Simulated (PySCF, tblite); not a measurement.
**C5H5FN2Si: geometry, infrared bands and NMR shifts**

Wanted: the infrared bands and NMR shifts of C5H5FN2Si (`[H]/N=C\[C@@]1(F)[SiH2]C=C1C#N`), by calculation.

Programs: tblite 0.8.0 and PySCF 2.14.0, with density-fitted response routines of our own. Each step states its level of theory. These are calculated values for one molecule in the gas phase, unless marked as measured. Atoms count from 0, in the outputs and in this text.

## 1. Starting geometry

14 atoms, charge 0, multiplicity 1; geometry from: force field or distance geometry start.

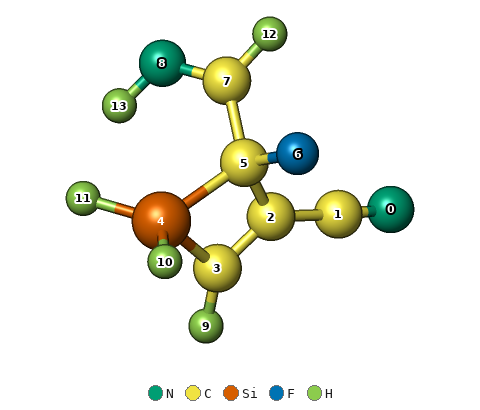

As it starts; nitrogen teal, carbon yellow, silicon orange, fluorine blue, hydrogen green, atoms numbered; sticks join atoms by distance.

## 2. Geometry optimisation with GFN2-xTB

The job: settings as JSON, then the geometry in Å.

```
{"job": {"kind": "relax", "xc": "GFN2-xTB", "basis": "xTB"}, "charge": 0, "multiplicity": 1}
N      0.607200     1.788700    -3.024200
C      0.175800     1.262300    -2.102900
C     -0.322500     0.558700    -0.909900
C     -1.325300     0.780900    -0.139000
Si    -1.153000    -0.605800     1.034300
C      0.133400    -0.628500    -0.234700
F      0.026700    -1.799200    -1.021900
C      1.569300    -0.574900     0.248600
N      1.891500    -0.022800     1.336000
H     -2.101500     1.587100    -0.144400
H     -2.228000    -1.597200     0.963000
H     -0.808700    -0.143600     2.376700
H      2.367500    -1.032100    -0.335700
H      1.166900     0.425800     1.931900
```

Command:

```sh
$ OMP_NUM_THREADS=1 python probes_run.py task.json out
```

The driver reads the jobs from task.json and runs them one after another.

Log:

```text
step      E/eV     max force
  0    -690.68520    6.967
  1    -691.21212    4.250
  2    -691.43210    4.148
  3    -691.39177    4.308
  4    -691.56843    1.204
  5    -691.61629    0.853
  6    -691.68299    1.341
  7    -691.71579    0.801
  8    -691.73692    0.511
  9    -691.75235    0.346
 10    -691.76205    0.236
 11    -691.76615    0.192
 12    -691.77214    0.199
 13    -691.77732    0.288
 14    -691.78154    0.207
 15    -691.78406    0.161
 16    -691.78646    0.137
 17    -691.78934    0.190
 18    -691.79288    0.219
 19    -691.79638    0.160
 20    -691.79901    0.113
 21    -691.80073    0.135
 22    -691.80223    0.121
 23    -691.80400    0.121
 24    -691.80615    0.127
 25    -691.80864    0.159
 26    -691.81098    0.152
 27    -691.81272    0.127
 28    -691.81394    0.088
 29    -691.81500    0.087
 30    -691.81612    0.106
 31    -691.81726    0.095
 32    -691.81842    0.109
 33    -691.81958    0.089
 34    -691.82067    0.092
 35    -691.82164    0.071
 36    -691.82254    0.085
 37    -691.82360    0.107
 38    -691.82502    0.121
 39    -691.82690    0.136
 40    -691.82934    0.183
 41    -691.83264    0.230
 42    -691.83699    0.251
 43    -691.84162    0.210
 44    -691.84508    0.123
 45    -691.84703    0.120
 46    -691.84770    0.217
 47    -691.84934    0.164
 48    -691.85055    0.106
 49    -691.85258    0.062
 50    -691.85301    0.069
 51    -691.85389    0.053
 52    -691.85441    0.065
 53    -691.85477    0.050
 54    -691.85505    0.072
 55    -691.85535    0.055
 56    -691.85590    0.051
 57    -691.85620    0.060
 58    -691.85664    0.051
 59    -691.85685    0.036
 60    -691.85707    0.039
 61    -691.85730    0.036
 62    -691.85755    0.042
 63    -691.85780    0.039
 64    -691.85803    0.037
 65    -691.85829    0.053
 66    -691.85860    0.062
 67    -691.85893    0.058
 68    -691.85922    0.040
 69    -691.85946    0.032
 70    -691.85963    0.030
 71    -691.85974    0.022
 72    -691.85980    0.019
 73    -691.85983    0.011
 74    -691.85984    0.011
 75    -691.85986    0.011
 76    -691.85988    0.015
 77    -691.85992    0.021
 78    -691.85996    0.021
 79    -691.86001    0.017
 80    -691.86005    0.016
 81    -691.86008    0.012
 82    -691.86009    0.011
 83    -691.86011    0.011
 84    -691.86013    0.015
 85    -691.86015    0.014
 86    -691.86017    0.010
 87    -691.86019    0.010
```

Wall time 0.56 s (1 thread of Arm Neoverse V2, shared host); peak memory 0.18 GiB.

Step by step: (not every step is listed) (the energy doesn't fall at every step)

| step | energy from step 0 (eV) | largest force (eV/Å) |
| --- | --- | --- |
| 0 | 0.0000 | 6.9669 |
| 1 | -0.5269 | 4.2502 |
| 2 | -0.7469 | 4.1476 |
| 3 | -0.7066 | 4.3084 |
| 4 | -0.8832 | 1.2037 |
| 5 | -0.9311 | 0.8527 |
| 6 | -0.9978 | 1.3405 |
| 7 | -1.0306 | 0.8010 |
| 8 | -1.0517 | 0.5115 |
| 15 | -1.0989 | 0.1614 |
| 22 | -1.1170 | 0.1210 |
| 29 | -1.1298 | 0.0874 |
| 36 | -1.1373 | 0.0854 |
| 43 | -1.1564 | 0.2097 |
| 50 | -1.1678 | 0.0694 |
| 57 | -1.1710 | 0.0598 |
| 64 | -1.1728 | 0.0371 |
| 71 | -1.1745 | 0.0223 |
| 78 | -1.1748 | 0.0212 |
| 82 | -1.1749 | 0.0114 |
| 83 | -1.1749 | 0.0108 |
| 84 | -1.1749 | 0.0149 |
| 85 | -1.1749 | 0.0144 |
| 86 | -1.1750 | 0.0099 |
| 87 | -1.1750 | 0.0101 |

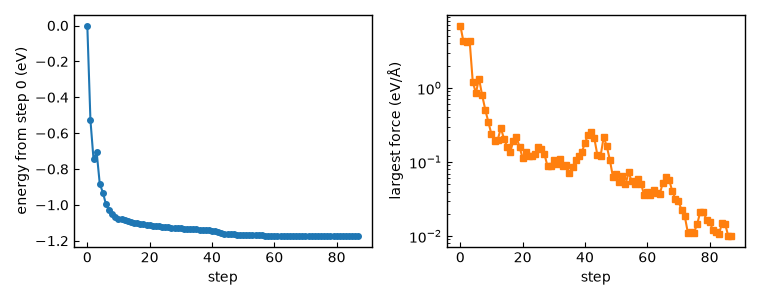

Energy and largest force along the relaxation.

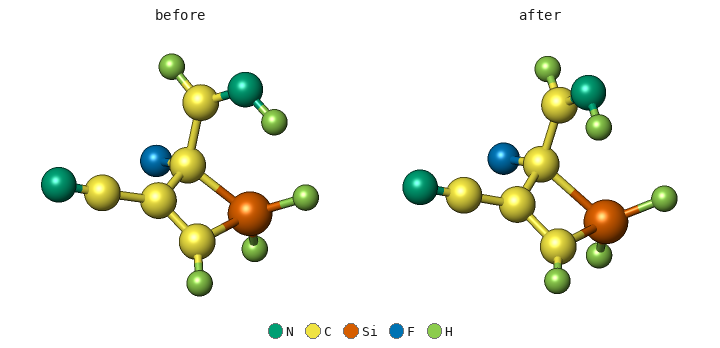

The geometry before (left) and after (right).

Distances of close pairs at the start and the end, largest changes first:

| bond | before (Å) | after (Å) | change (Å) |
| --- | --- | --- | --- |
| Si4–C5 | 1.807 | 1.980 | +0.173 |
| C2–C5 | 1.440 | 1.517 | +0.077 |
| C1–C2 | 1.472 | 1.403 | -0.069 |
| C3–Si4 | 1.825 | 1.891 | +0.066 |
| C2–C3 | 1.284 | 1.349 | +0.064 |
| C3–H9 | 1.119 | 1.078 | -0.041 |
| C5–C7 | 1.516 | 1.485 | -0.031 |
| C5–F6 | 1.415 | 1.386 | -0.029 |

The next job starts from the end point, and lists it.

## 3. Infrared spectrum with GFN2-xTB

The job: settings as JSON, then the geometry in Å.

```
{"job": {"kind": "ir", "xc": "GFN2-xTB", "basis": "xTB"}, "charge": 0, "multiplicity": 1}
N      0.578497     1.737745    -2.871442
C      0.150708     1.212100    -1.945544
C     -0.363327     0.555803    -0.817342
C     -1.366627     0.905092     0.013496
Si    -1.300826    -0.678109     1.045313
C      0.192642    -0.738532    -0.254005
F      0.163028    -1.782803    -1.164671
C      1.548263    -0.624299     0.342265
N      1.984331     0.275187     1.100474
H     -1.938173     1.817718    -0.037803
H     -2.307134    -1.674918     0.716604
H     -0.894534    -0.594516     2.441385
H      2.215623    -1.451830     0.118286
H      1.336850     1.040888     1.290817
```

Log:

```text
mode    cm-1     km/mol
  1      61.9      3.11
  2     112.0      0.41
  3     113.2      0.70
  4     128.9      4.29
  5     174.1      0.12
  6     255.7     10.22
  7     282.7      7.64
  8     358.6      8.13
  9     431.5      7.49
 10     436.9      9.06
 11     473.0     16.66
 12     496.8     13.53
 13     522.5     78.73
 14     601.2    154.30
 15     620.3     17.33
 16     645.1      9.84
 17     704.6     26.73
 18     739.7    157.75
 19     773.5     87.98
 20     808.4     50.40
 21     845.4     34.52
 22    1042.8     31.48
 23    1062.0     32.14
 24    1071.5     38.87
 25    1115.5     28.71
 26    1175.9    101.77
 27    1222.7     55.96
 28    1324.1     55.49
 29    1580.2      8.96
 30    1716.8    216.95
 31    2332.1    259.77
 32    2354.3    139.61
 33    2354.8    216.51
 34    3013.7     20.30
 35    3090.8     17.03
 36    3292.7     25.71
```

Run time: 0.46 s. Hardware: 1 thread of Arm Neoverse V2, shared host; peak memory 0.18 GiB.

The strongest bands and the atoms that carry them (share of the mass-weighted mode):

| cm⁻¹ | km/mol | atoms |
| --- | --- | --- |
| 601 | 154.3 | H11 44 %, H10 41 %, Si4 12 % |
| 740 | 157.8 | H11 41 %, H10 39 % |
| 774 | 88.0 | C3 44 %, H9 25 %, Si4 22 % |
| 1176 | 101.8 | H13 37 %, H12 24 % |
| 1717 | 216.9 | C7 58 %, N8 39 % |
| 2332 | 259.8 | H11 97 % |
| 2354 | 139.6 | H10 57 %, C1 24 %, N0 16 % |
| 2355 | 216.5 | H10 39 %, C1 36 %, N0 23 % |

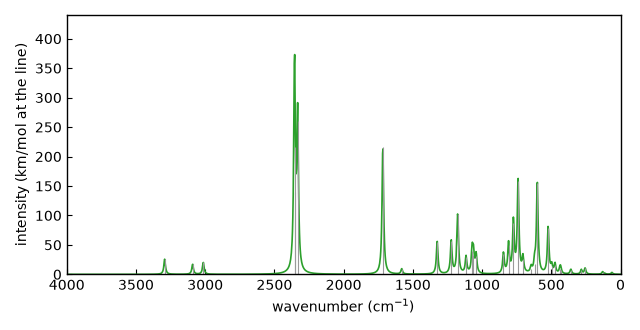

The infrared spectrum from these modes, unscaled. Lines are broadened to a width of 14 cm⁻¹ (Lorentzian).

## 4. Shielding tensors: PBE0/pcSseg-1

Settings changed since step 3:

```diff
@@ -1,2 +1,2 @@
-{"job": {"kind": "ir", "xc": "GFN2-xTB", "basis": "xTB"}, "charge": 0, "multiplicity": 1}
+{"job": {"kind": "nmr", "xc": "PBE0", "basis": "pcSseg-1"}, "charge": 0, "multiplicity": 1}
 N      0.578497     1.737745    -2.871442
```

Method: GIAO PBE0/pcSseg-1 NMR shielding, non-relativistic, gas phase.

Log:

```text
coarse grid: 13368 points
cycle   1  E = -691.4958688849  dE =  1.431e+00  |g| = 6.903e-01  |ddm| = 3.761e+00
cycle   2  E = -691.2263617184  dE =  2.695e-01  |g| = 1.344e+00  |ddm| = 1.891e+00
cycle   3  E = -691.5883918965  dE = -3.620e-01  |g| = 2.008e-01  |ddm| = 1.328e+00
cycle   4  E = -691.5960357639  dE = -7.644e-03  |g| = 8.629e-02  |ddm| = 2.402e-01
cycle   5  E = -691.5973388134  dE = -1.303e-03  |g| = 3.203e-02  |ddm| = 8.528e-02
cycle   6  E = -691.5975669449  dE = -2.281e-04  |g| = 7.593e-03  |ddm| = 3.268e-02
cycle   7  E = -691.5975762417  dE = -9.297e-06  |g| = 2.803e-03  |ddm| = 8.512e-03
final grid: 128416 points
cycle   8  E = -691.6542325464  dE = -3.510e-05  |g| = 5.577e-03  |ddm| = 3.760e-02
cycle   9  E = -691.6542245407  dE =  8.006e-06  |g| = 8.112e-03  |ddm| = 1.493e-02
cycle  10  E = -691.6542399318  dE = -1.539e-05  |g| = 1.545e-03  |ddm| = 8.748e-03
cycle  11  E = -691.6542404262  dE = -4.944e-07  |g| = 4.010e-04  |ddm| = 1.558e-03
cycle  12  E = -691.6542404593  dE = -3.316e-08  |g| = 1.524e-04  |ddm| = 5.139e-04
cycle  13  E = -691.6542404632  dE = -3.845e-09  |g| = 5.087e-05  |ddm| = 1.406e-04
cycle  14  E = -691.6542404636  dE = -3.754e-10  |g| = 2.836e-05  |ddm| = 5.497e-05
converged SCF energy = -691.6542404636

GIAO shielding tensors (ppm)
atom      isotropic    diamagn.    paramagn.     s11        s22        s33       span
  0 N      -65.340     340.483    -405.823   -213.261   -205.789    223.029    436.290
  1 C       68.862     257.224    -188.363    -48.767    -39.170    294.522    343.289
  2 C       43.611     264.375    -220.765    -67.097     58.187    139.741    206.838
  3 C       20.655     252.796    -232.142    -95.746    -10.324    168.034    263.780
  4 Si     369.565     879.373    -509.808    327.854    376.734    404.107     76.253
  5 C       82.593     247.255    -164.662     59.619     71.462    116.697     57.078
  6 F      368.094     474.228    -106.133    319.741    365.395    419.147     99.406
  7 C        9.679     250.342    -240.663    -98.375     17.277    110.134    208.509
  8 N      -78.647     325.843    -404.490   -402.818    -99.093    265.969    668.787
  9 H       24.146      31.263      -7.117     20.939     25.242     26.256      5.317
 10 H       26.740      28.319      -1.579     23.718     25.036     31.467      7.749
 11 H       27.004      28.520      -1.515     24.141     25.322     31.551      7.410
 12 H       23.126      28.791      -5.665     20.907     22.097     26.373      5.465
 13 H       21.085      35.499     -14.414      9.799     25.176     28.280     18.481
```

Run time: 35 s. Hardware: 1 thread of Arm Neoverse V2, shared host; peak memory 0.83 GiB.

Shifts follow as δ = σ(reference) − σ, with reference shieldings (ppm) from runs at the same level and on the same kind of geometry: 1H TMS 31.72, 13C TMS 186.9, 29Si TMS 349.2, 19F CFCl3 170.9, 15N NH3 267.7. The references are single molecules in the gas phase, so shifts against H2O, NH3, PH3, H3PO4 or CFCl3 are not on the usual liquid scales and can be off by tens of ppm.

| atoms | environment | σ (ppm) | δ (ppm) |
| --- | --- | --- | --- |
| C7 | carbon bonded to C, N, H | 9.7 | 177.2 |
| C3 | carbon bonded to C, Si, H | 20.7 | 166.3 |
| C2 | carbon bonded to 3 C | 43.6 | 143.3 |
| C1 | carbon bonded to C, N | 68.9 | 118.1 |
| C5 | carbon bonded to 2 C, F, Si | 82.6 | 104.3 |
| H13 | hydrogen on a nitrogen bonded to C | 21.09 | 10.63 |
| H12 | hydrogen on a carbon bonded to C, N | 23.13 | 8.59 |
| H9 | hydrogen on a carbon bonded to C, Si | 24.15 | 7.57 |
| H10 | hydrogen on a silicon bonded to 2 C | 26.74 | 4.98 |
| H11 | hydrogen on a silicon bonded to 2 C | 27.00 | 4.71 |
| N8 | nitrogen bonded to C, H | -78.6 | 346.4 |
| N0 | nitrogen bonded to C | -65.3 | 333.1 |
| Si4 | silicon bonded to 2 C, 2 H | 369.6 | -20.4 |
| F6 | fluorine bonded to C | 368.1 | -197.1 |

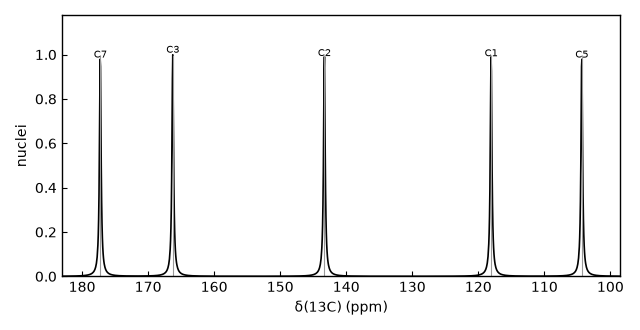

13C lines at the computed shifts, without couplings. Lines are broadened to a width of 0.29 ppm (Lorentzian).

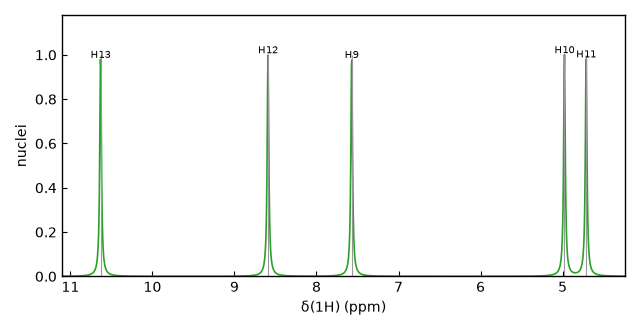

1H lines at the computed shifts, without couplings. Lines are broadened to a width of 0.02 ppm (Lorentzian).

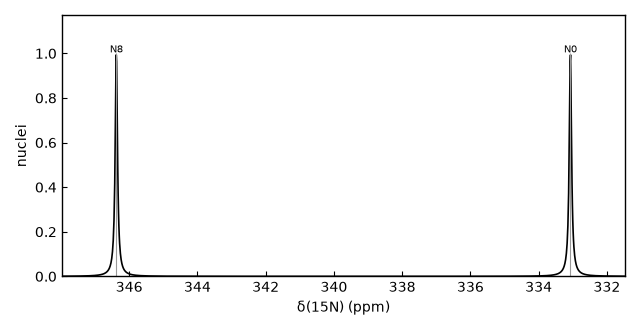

15N lines at the computed shifts, without couplings. Lines are broadened to a width of 0.08 ppm (Lorentzian).

Charges from the same density, by scheme (e):

| atoms | Mulliken | IAO | Hirshfeld | ESP fit |
| --- | --- | --- | --- | --- |
| N0 | -0.22 | -0.20 | -0.19 | -0.44 |
| C1 | 0.20 | 0.14 | 0.08 | 0.45 |
| C2 | -0.19 | -0.03 | 0.01 | 0.00 |
| C3 | -0.22 | -0.37 | -0.10 | -0.38 |
| Si4 | 0.69 | 0.75 | 0.37 | 0.53 |
| C5 | -0.04 | 0.04 | 0.02 | -0.10 |
| F6 | -0.31 | -0.31 | -0.11 | -0.20 |
| C7 | 0.10 | 0.02 | 0.04 | 0.40 |
| N8 | -0.33 | -0.42 | -0.23 | -0.75 |

Hirshfeld charges:

N0 -0.19; C1 0.08; C2 0.01; C3 -0.10; Si4 0.37; C5 0.02; F6 -0.11; C7 0.04; N8 -0.23; H9 0.06; H10 -0.05; H11 -0.06; H12 0.05; H13 0.10

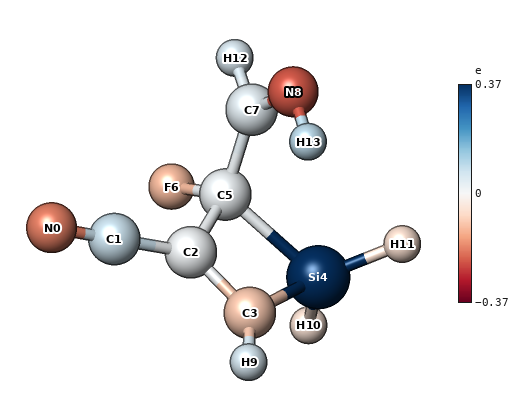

Hirshfeld charges, as colours on the atoms.

Mayer bond orders: N0–C1 3.01, C1–C2 1.02, C2–C3 1.71, C3–Si4 0.92, Si4–C5 0.80, C5–F6 0.86, C5–C7 0.94, C7–N8 2.05, C5–C2 0.94.

Ring of atoms C2, C3, Si4, C5: NICS(0) -1.3, NICS(1) -3.6, NICS(1)zz -0.2 ppm (means of both faces).

The fields below are evaluated on a grid from the run's orbitals.

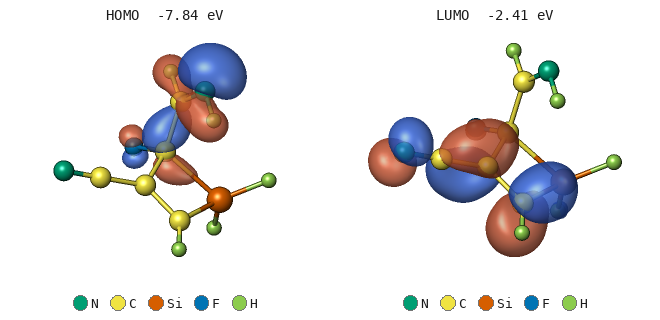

PBE0/pcSseg-1 orbitals near the gap, drawn at the value that encloses 70 % of each; the two colours are the two signs.

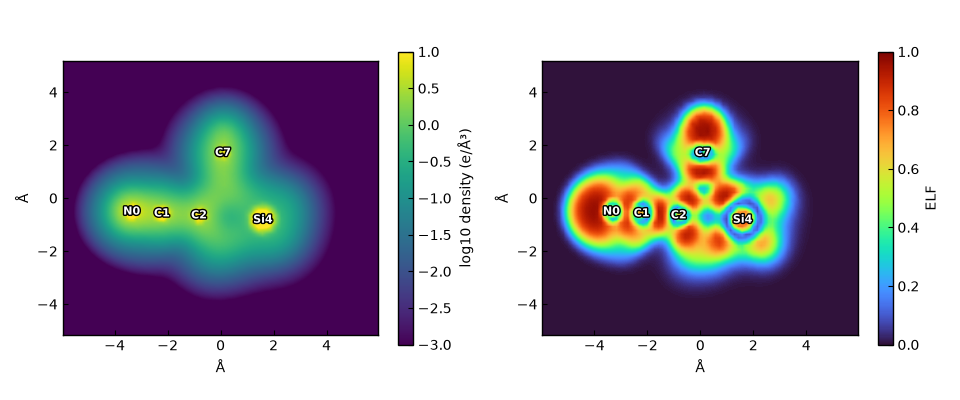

Density (left) and ELF (right) in a plane through or near 5 of the atoms.

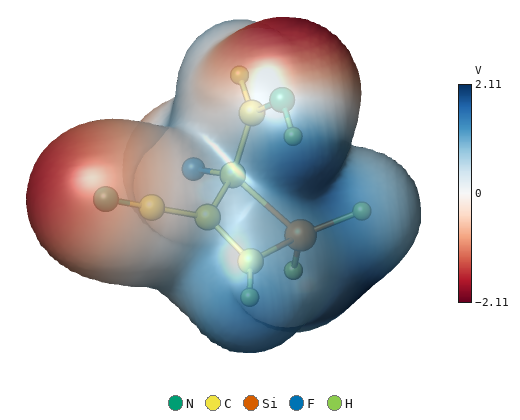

Electrostatic potential on the surface of density 0.002 e/bohr³; red is low, blue high. It runs from -1.68 V near N8 to 2.11 V near Si4.

## 5. Results

| quantity | value |
| --- | --- |
| strongest single infrared mode (GFN2-xTB) | 2332 cm⁻¹, 260 km/mol |
| zero-point energy (GFN2-xTB) | 53.4 kcal/mol |
| 13C shifts against TMS (PBE0/pcSseg-1) | 177.2, 166.3, 143.3, 118.1, 104.3 ppm |
| 1H shifts against TMS (PBE0/pcSseg-1) | 10.63, 8.59, 7.57, 4.98, 4.71 ppm |
| 15N shifts against NH3 (PBE0/pcSseg-1) | 346.4, 333.1 ppm |
| 29Si shifts against TMS (PBE0/pcSseg-1) | -20.4 ppm |
| 19F shifts against CFCl3 (PBE0/pcSseg-1) | -197.1 ppm |
| surface potential, least and greatest | -1.68 V and 2.11 V |

**Reading.** Relaxing lowered the energy by 1.175 eV in 87 steps; the close pair that moved most is Si4–C5, from 1.807 to 1.980 Å. No mode is imaginary among the 36: a minimum at this level. The strongest single mode, at 2332 cm⁻¹, moves mainly H11. Unscaled tight-binding wavenumbers are off by several per cent, some by more. Its intensities can rank the bands wrongly. At PBE0/pcSseg-1: Shielding is most anisotropic at N8 (span 669 ppm, paramagnetic term -404 ppm). At PBE0/pcSseg-1, counted by nearest atom on the grid, the HOMO lies on N8 54 %; C5 12 %, the LUMO on C3 31 %; C2 24 %.
